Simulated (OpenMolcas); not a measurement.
**Au²⁺ among point charges: CASSCF and CASPT2 levels and susceptibility**

How does a field of 2 point charges split the states of Au²⁺, and what χT follows?

Program: OpenMolcas 26.06. Level of theory: state-averaged CASSCF and CASPT2, spin-orbit coupling by RASSI with atomic mean-field integrals. These are calculated values, not measurements, unless marked.

### Step 1. The system

* Species: Au²⁺ (gold, Z = 79, 77 electrons)
* Basis: ANO-RCC-VDZP [7s6p4d2f], 59 functions
* Scalar Hamiltonian: DKH2, point nucleus
* Inactive shells: 1s 2s 2p 3s 3p 3d 4s 4p 4d 4f 5s 5p
* Active space: 9 electrons in 5 orbitals (5d)
* Some configurations of this space: 5d9
* Orbitals: optimised for each spin and parity, averaged over all roots

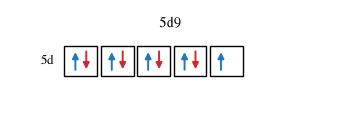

Outer shells as boxes.

The ion sits among 2 point charges of -2.5 e arranged as a linear pair (D∞h), 1.82 Å from the ion.

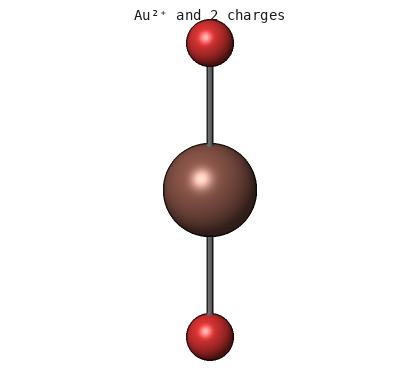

The ion and the point charges (red).

The work runs as a chain of OpenMolcas steps in one folder; each step below is one input file. Labels, J, g values, rates, χT and fits are worked out afterwards by a script from the matrices that RASSI stores. The input lists half of the charges; inversion (Group=XYZ) makes the rest.

### Step 2. GATEWAY and SEWARD: basis and integrals

Contents of a.inp:

```
&GATEWAY
Coord
1

Au 0.0 0.0 0.0
Basis=ANO-RCC-VDZP
Group=XYZ
NoMove
AngMom=0.0 0.0 0.0
AMFI
XField
1 Angstrom 0
0.000000 0.000000 1.820000 -2.500000
&SEWARD
```

Run with:

```console
$ OMP_NUM_THREADS=1 MOLCAS_MEM=1689 MOLCAS_PROJECT=a pymolcas a.inp > a.log
```

The program printed:

```text
Basis set label: AU.ANO-RCC...7S6P4D2F.

      Electronic valence basis set:
      ------------------
      Associated Effective Charge  79.000000 au
      Associated Actual Charge     79.000000 au
      Nuclear Model: Point charge

      Shell  nPrim  nBasis  Cartesian Spherical Contaminant
         s      24       7        X
         p      21       6        X
         d      15       4                 X
         f      11       2                 X
                  Relativistic Douglas-Kroll-Hess integrals:
                    - DKH order of Hamiltonian: 2
                    - DKH order of Properties : 0
                  Atomic mean-field integrals
```

### Step 3. CASSCF: doublets of even parity, 5 roots

Contents of a.inp:

```
&RASSCF
FileOrb=start.orb
Symmetry=1
Spin=2
nActEl=9 0 0
Inactive=15 19
Ras2=5 0
CIRoot=5 5 1
SDav=5
CIMx=300
Iter=120 100
PrWF=0.3
OrbListing=Nothing
MaxOrb=0
>>> COPY $Project.JobIph JOB001
```

start.orb holds the contracted functions of the basis, ordered by shell, or the orbitals of the step before.

The program printed:

```text
Wave function specifications:
      -----------------------------

      Number of closed shell electrons          68
      Number of electrons in active shells       9
      Max number of holes in RAS1 space          0
      Max nr of electrons in RAS3 space          0
      Number of inactive orbitals               34
      Number of active orbitals                  5
      Number of secondary orbitals              20
      Spin quantum number                      0.5
      State symmetry                             1
Orbital specifications:
      -----------------------

      Symmetry species                           1   2
                                                ag  au
      Frozen orbitals                            0   0
      Inactive orbitals                         15  19
      Active orbitals                            5   0
      RAS1 orbitals                              0   0
      RAS2 orbitals                              5   0
      RAS3 orbitals                              0   0
      Secondary orbitals                         7  13
      Deleted orbitals                           0   0
      Number of basis functions                 27  32
      Number of CSFs                             5
      Number of root(s) required                 5
      Iter CI   SX   CI       RASSCF       Energy    max ROT     max BLB   max BLB  Level Ln srch  Step   QN
          iter iter root      energy       change     param      element    value   shift minimum  type update
 Nr of preliminary CI iterations:   1
      Total energies have been shifted. Add               -18000.00 au
        1   1    8    0  -995.49766358    0.00E+00  -2.10E-01*  18  25 1  4.67E-01*  0.05   0.00    SX    NO
        2   1    8    0  -995.69703050   -1.99E-01*  2.15E-01*  18  21 1  1.97E-01*  0.00   0.00    SX    NO
        3   1    8    0  -995.75974188   -6.27E-02*  5.06E-02   17  24 1  9.34E-02*  0.00   0.00    SX    NO
        4   1    7    0  -995.77786991   -1.81E-02*  6.92E-02   18  21 1  6.46E-02*  0.00   0.00    SX    NO
        5   1    7    0  -995.78388039   -6.01E-03*  1.70E-02   17  24 1  4.18E-02*  0.00   0.76    QN   YES
        6   1    7    0  -995.78694044   -3.06E-03*  8.18E-03   19  26 1  1.18E-02*  0.00   1.49    LS   YES
        7   1    7    0  -995.78731302   -3.73E-04* -1.32E-02   18  21 1  8.90E-03*  0.00   1.03    QN   YES
        8   1    6    0  -995.78749130   -1.78E-04* -2.99E-03   18  25 1 -1.66E-03*  0.00   1.23    QN   YES
        9   1    5    0  -995.78749793   -6.64E-06*  1.10E-04   18  22 1  1.17E-04*  0.00   1.02    QN   YES
       10   1    5    0  -995.78749796   -2.74E-08* -5.09E-05   18  22 1  3.85E-05   0.00   1.37    QN   YES
       11   1    3    0  -995.78749796   -2.51E-09   1.40E-06   18  25 1  1.92E-06   0.00   1.01    QN   YES
      Convergence after 11 iterations
       12   1    3    0  -995.78749796   -6.91E-11   1.40E-06   18  25 1  3.61E-07   0.00   1.01    QN   YES
      Natural orbitals and occupation numbers for root  1
      sym 1:   2.000000   2.000000   2.000000   1.000000   2.000000
      Natural orbitals and occupation numbers for root  2
      sym 1:   2.000000   1.000000   2.000000   2.000000   2.000000
      Natural orbitals and occupation numbers for root  3
      sym 1:   2.000000   2.000000   1.000000   2.000000   2.000000
::    RASSCF root number  1 Total energy: -18995.81566563
::    RASSCF root number  2 Total energy: -18995.81566563
::    RASSCF root number  3 Total energy: -18995.80952177
::    RASSCF root number  4 Total energy: -18995.74831839
::    RASSCF root number  5 Total energy: -18995.74831839
```

### Step 4. State interaction with spin-orbit coupling

Contents of a.inp:

```
&RASSI
NrOfJobIphs=1 5
1 2 3 4 5
IphNames
JOB001
EJob
SpinOrbit
DIPRint=1.0
SOCoupling=1000.0
Subsets=2
Property=9
'ANGMOM' 1 'ANGMOM' 2 'ANGMOM' 3 'MLTPL  1' 1 'MLTPL  1' 2 'MLTPL  1' 3
'AMFI' 1 'AMFI' 2 'AMFI' 3
SOProperty=3
'ANGMOM' 1 'ANGMOM' 2 'ANGMOM' 3
```

Run with:

```console
$ OMP_NUM_THREADS=1 MOLCAS_MEM=1689 MOLCAS_PROJECT=a pymolcas a.inp > a.log
```

The program printed:

```text
SPIN-FREE ENERGIES:
  (Shifted by EMIN (a.u.) =     -18995.8156656264)

 SF State       Relative EMIN(au)   Rel lowest level(eV)    D:o, cm**(-1)      L_eff

     1             0.0000000000        0.0000000000              0.0000         1.8
     2             0.0000000000        0.0000000000              0.0000         1.8
     3             0.0061438560        0.1671828382           1348.4205         1.6
     4             0.0673472324        1.8326115530          14781.0090         2.0
     5             0.0673472324        1.8326115530          14781.0090         2.0
     Dipole printing threshold changed to   1.00000000E+00
Eigenvalues of complex Hamiltonian:
   -----------------------------------
  (Shifted by EMIN (a.u.) =     -18995.8156656264)

 SO State       Relative EMIN(au)   Rel lowest level(eV)    D:o, cm**(-1)     J-value

     1            -0.0184283903        0.0000000000              0.0000         1.9
     2            -0.0184283903        0.0000000000              0.0000         1.9
     3            -0.0151749284        0.0885312082            714.0523         2.1
     4            -0.0151749284        0.0885312082            714.0523         2.1
     5             0.0342709594        1.4340223593          11566.1703         1.2
     6             0.0342709594        1.4340223593          11566.1703         1.2
     7             0.0443531014        1.7083714199          13778.9447         1.2
     8             0.0443531014        1.7083714199          13778.9447         1.2
     9             0.0958175786        3.1087911858          25074.0919         0.9
    10             0.0958175786        3.1087911858          25074.0919         0.9
Weights of the five most important spin-orbit-free states for each spin-orbit state.

 SO State  Total energy (au)           Spin-free states, spin, and weights
 -------------------------------------------------------------------------------------------------------
    1        -0.018428       1 0.5  0.4760    2 0.5  0.4760    5 0.5  0.0240    4 0.5  0.0240    3 0.5  0.0000
    2        -0.018428       1 0.5  0.4760    2 0.5  0.4760    5 0.5  0.0240    4 0.5  0.0240    3 0.5  0.0000
    3        -0.015175       3 0.5  0.5688    2 0.5  0.2156    1 0.5  0.2156    4 0.5  0.0000    5 0.5  0.0000
    4        -0.015175       3 0.5  0.5688    2 0.5  0.2156    1 0.5  0.2156    4 0.5  0.0000    5 0.5  0.0000
    5         0.034271       3 0.5  0.4312    1 0.5  0.2844    2 0.5  0.2844    4 0.5  0.0000    5 0.5  0.0000
    6         0.034271       3 0.5  0.4312    1 0.5  0.2844    2 0.5  0.2844    4 0.5  0.0000    5 0.5  0.0000
    7         0.044353       5 0.5  0.5000    4 0.5  0.5000    3 0.5  0.0000    2 0.5  0.0000    1 0.5  0.0000
    8         0.044353       4 0.5  0.5000    5 0.5  0.5000    3 0.5  0.0000    2 0.5  0.0000    1 0.5  0.0000
    9         0.095818       4 0.5  0.4760    5 0.5  0.4760    2 0.5  0.0240    1 0.5  0.0240    3 0.5  0.0000
   10         0.095818       5 0.5  0.4760    4 0.5  0.4760    2 0.5  0.0240    1 0.5  0.0240    3 0.5  0.0000
 -------------------------------------------------------------------------------------------------------
```

These steps took 1.6 s in all on 1 thread of Arm Neoverse V2, shared host.

States without spin-orbit coupling:

```csv
state,degeneracy,E (cm-1),free-ion L (%)
2Pi,2,0,D (100)
2Sigma,1,1348,D (100)
2Delta,2,14781,D (100)
```

With spin-orbit coupling:

```csv
E (cm-1),Degeneracy,2S+1,g
0.0,2,2,0.00 0.00 3.91
714.1,2,2,1.14 3.13 3.13
11566,2,2,0.86 1.13 1.13
13779,2,2,0.00 0.00 6.00
25074,2,2,0.00 0.00 2.09
```

Principal g values are given for doublets only; a zero marks a field direction without first-order Zeeman splitting.

Powder χT (cm³ K/mol): 0.48 at 2 K, 0.48 at 5 K, 0.49 at 10 K, 0.50 at 20 K, 0.54 at 50 K, 0.59 at 100 K, 0.65 at 150 K, 0.71 at 200 K, 0.76 at 250 K, 0.81 at 300 K.

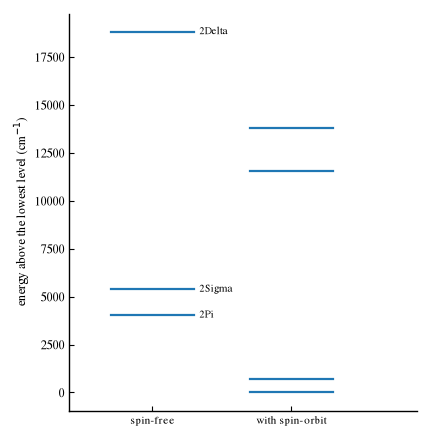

The states in the field without (left) and with (right) spin-orbit coupling.

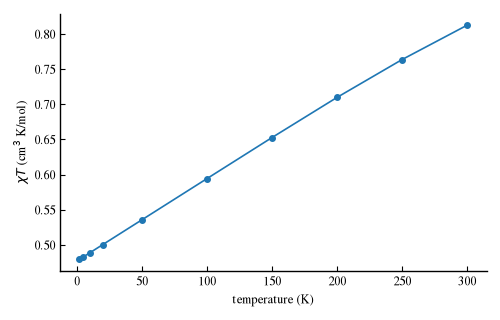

χT against temperature.

Orbitals of the lowest block (energies include the constant potential of the surroundings):

```csv
shell,space,energy (hartree),mean occupation,⟨r²⟩ (bohr²)
1s,inactive,-2975.4895,2.000,0.000362
2s,inactive,-530.6067,2.000,0.00591
2p,inactive,-461.1202,6.000,0.00497
3s,inactive,-127.4049,2.000,0.0385
3p,inactive,-106.7742,6.000,0.0394
3d,inactive,-83.5605,10.000,0.0330
4s,inactive,-28.6265,2.000,0.187
4p,inactive,-21.7026,6.000,0.212
4d,inactive,-12.9877,10.000,0.242
4f,inactive,-3.3272,14.000,0.296
5s,inactive,-4.1911,2.000,0.994
5p,inactive,-2.2370,6.000,1.30
5d,RAS2,,9.000,3.05
```

### Step 5. CASPT2: IPEA 0.25, imaginary shift 0.1 (closed shells correlated: 5s 5p)

Contents of a.inp:

```
>>> COPY JOB001 $Project.JobIph
&CASPT2
Multistate=5 1 2 3 4 5
NoMult
Frozen=14 16
IPEA=0.25
Imaginary=0.1
MaxIter=60
WThr=0.0 0.3 0.05
PrWF=0.5
NoMix
```

The program printed:

```text
Orbital specifications:
      -----------------------

      Symmetry species                           1   2
                                                ag  au
      Frozen orbitals                           14  16
      Inactive orbitals                          1   3
      Active orbitals                            5   0
      Secondary orbitals                         7  13
      Deleted orbitals                           0   0
      Number of basis functions                 27  32
Type of calculation                        SS-CASPT2
      Fock operator                              state-specific
      IPEA shift                                 0.25
      Real shift                                 0.00
      Imaginary shift                            0.10
      The input orbitals will be transformed to quasi-canonical
Reference energy:      -18995.8156656264
      E2 (Non-variational):      -0.3321395885
      Shift correction:          -0.0002906542
      E2 (Variational):          -0.3324302427
      Total energy:          -18996.1480958691
      Residual norm:              0.0000003801
      Reference weight:           0.92017
      Contributions to the CASPT2 correlation energy
      Active & Virtual Only:         -0.2101334368
      One Inactive Excited:          -0.0927005027
      Two Inactive Excited:          -0.0293056489
Reference energy:      -18995.8156656264
      E2 (Non-variational):      -0.3321395885
      Shift correction:          -0.0002906542
      E2 (Variational):          -0.3324302427
      Total energy:          -18996.1480958691
      Residual norm:              0.0000003801
      Reference weight:           0.92017
      Contributions to the CASPT2 correlation energy
      Active & Virtual Only:         -0.2101334368
      One Inactive Excited:          -0.0927005028
      Two Inactive Excited:          -0.0293056489
::    CASPT2 Root  1     Total energy: -18996.14809587
::    CASPT2 Root  2     Total energy: -18996.14809587
::    CASPT2 Root  3     Total energy: -18996.12441940
::    CASPT2 Root  4     Total energy: -18996.07528489
::    CASPT2 Root  5     Total energy: -18996.07531769
```

This run: 0.52 s of run time, 1 thread of Arm Neoverse V2, shared host.

SS-CASPT2: lowest energy less the reference's lowest, -0.3324 hartree; reference weights 0.920 to 0.929.

States without spin-orbit coupling:

```csv
state,degeneracy,E (cm-1),free-ion L (%)
2Pi,2,0,D (100)
2Sigma,1,5196,D (100)
2Delta,2,15977,D (100)
```

With spin-orbit coupling:

| E (cm-1) | Degeneracy | 2S+1 | g |
| --- | --- | --- | --- |
| 0 | 2 | 2 | 0.00 0.00 3.91 |
| 2510 | 2 | 2 | 0.79 2.75 2.75 |
| 13510 | 2 | 2 | 0.75 0.75 1.21 |
| 14920 | 2 | 2 | 0.00 0.00 6.00 |
| 26160 | 2 | 2 | 0.00 0.00 2.09 |

Powder χT (cm³ K/mol): 0.48 at 2 K, 0.48 at 5 K, 0.48 at 10 K, 0.49 at 20 K, 0.50 at 50 K, 0.52 at 100 K, 0.53 at 150 K, 0.55 at 200 K, 0.57 at 250 K, 0.59 at 300 K.

### Step 6. The methods side by side

A. CASSCF
B. SS-CASPT2, IPEA 0.25, imaginary shift 0.1 (closed shells correlated: 5s 5p)

```csv
method,ground state,first state of that spin (cm-1),first gap with spin-orbit (cm-1),χT at 300 K
A,2Pi,2Sigma 1348,714.1,0.81
B,2Pi,2Sigma 5196,2507.6,0.59
```

### Step 7. Results

```
                                            quantity                                                                        value
                                              method  SS-CASPT2, IPEA 0.25, imaginary shift 0.1 (closed shells correlated: 5s 5p)
                              spin-free ground state                                              2Pi, 2-fold in its orbital part
first state of the same spin within the active space                                                          2Sigma at 5200 cm⁻¹
                                        lowest level                                                 2-fold, g = 0.00, 0.00, 3.91
                                          next level                                                                  2507.6 cm⁻¹
                                         χT at 300 K                                                               0.59 cm³ K/mol
                           effective moment at 300 K                                                                      2.17 μB
```

Cost by method:

```csv
method,time of its own steps,time with the reference
A. CASSCF,1.6 s,1.6 s
"B. SS-CASPT2, IPEA 0.25, imaginary shift 0.1, +5s 5p",0.52 s,2.1 s
```

Times are of one thread on a shared host.

In words: The spin-free ground state (2Pi) comes to 100 % from free-ion D terms and keeps the highest spin of the shell. χT at 300 K is 0.59, against 0.38 cm³ K/mol for the spin alone, so orbital moment adds to it. The field of point charges can differ much from that of real complexes. This is an electrostatic model: the charges have no orbitals.
